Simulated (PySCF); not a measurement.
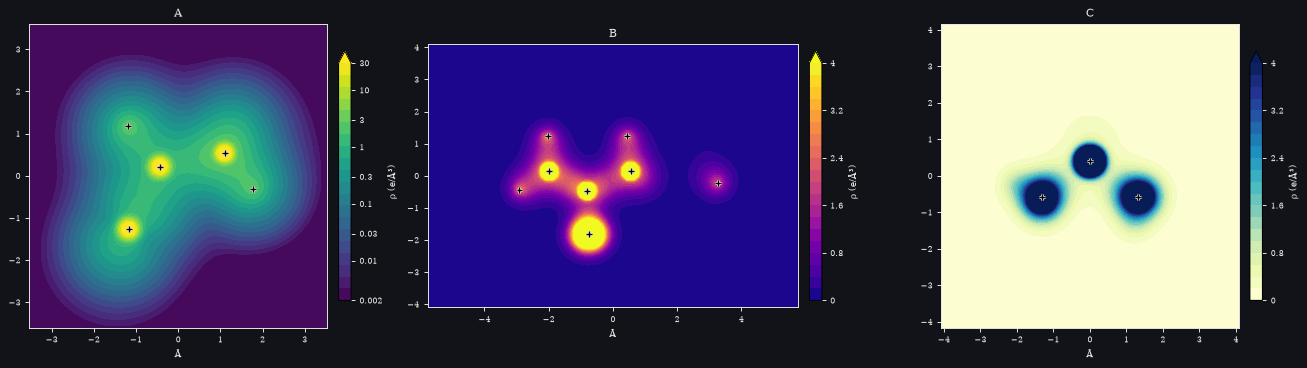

The total electron density of 3 systems, each on a plane through atoms (crosses mark nuclei in the plane).

The calculation used PBE0/pcSseg-1, SCF density, gas phase, non-relativistic (PySCF).

System 1: C₇H₁₃F (SMILES C=C(F)C[C@H](C)CC), the plane of atoms C2, C1 and H10. Geometry: PBE0-D3(BJ)/def2-SVP.

```xyz
21

C     2.4921   -1.7271   -0.5288
C     1.5024   -1.0256   -1.0757
F     0.7601   -1.5754   -2.0503
C     1.0624    0.3584   -0.7516
C    -0.3831    0.4492   -0.2390
C    -0.8308    1.9051   -0.1985
C    -0.5316   -0.2491    1.1140
C    -1.9636   -0.3862    1.6062
H     2.7120   -2.7404   -0.8698
H     3.0941   -1.2891    0.2670
H     1.7550    0.7914   -0.0123
H     1.1531    0.9645   -1.6705
H    -1.0176   -0.0866   -0.9685
H    -0.7410    2.3783   -1.1886
H    -0.2137    2.4865    0.5073
H    -1.8793    2.0017    0.1184
H     0.0710    0.2993    1.8620
H    -0.0773   -1.2519    1.0443
H    -2.4426    0.5907    1.7735
H    -2.5819   -0.9377    0.8794
H    -2.0047   -0.9353    2.5590
```

System 2: CH₆B₂, the plane of atoms B1, B2 and C3. Geometry: PBE0-D3(BJ)/def2-SVP.

```csv
atom,x (Å),y (Å),z (Å)
B,1.6547,-0.0562,-0.0369
B,0.0742,-0.3477,0.3490
C,-1.2130,0.3038,-0.2665
H,2.3096,0.8034,0.5156
H,2.2464,-0.7181,-0.8643
H,-0.1088,-1.1608,1.2422
H,-1.9455,-0.4749,-0.5394
H,-1.7018,0.8752,0.5455
H,-1.0631,0.9776,-1.1209
```

System 3: H₄O₄Si (Si(OH)4), the plane of atoms O4, Si1 and O8. Geometry: PBE0-D3(BJ)/def2-SVP.

```xyz
9

Si    0.0145   -0.0065   -0.0018
O    -0.0053    0.0854    1.6433
H    -0.8140    0.4403    2.0234
O     1.6020   -0.0437   -0.4428
H     2.1955    0.4610    0.1207
O    -0.8623    1.2782   -0.5463
H    -1.2237    1.1776   -1.4317
O    -0.6756   -1.3476   -0.6640
H    -0.0984   -2.1142   -0.7264
```

**Match each panel to its system.**

Panel A is system 2, CH₆B₂: the plane holds B, C and H. C–B (1.57 Å): the density is about 1.4 e/Å³ at the midpoint. Panel B is system 1, C₇H₁₃F: the plane holds C, F and H. C–C (1.33 Å): the density is about 2.3 e/Å³ at the midpoint. Panel C is system 3, H₄O₄Si: the plane holds Si and O. Si–O (1.65 Å): ρ at the midpoint is about 1.2 e/Å³.
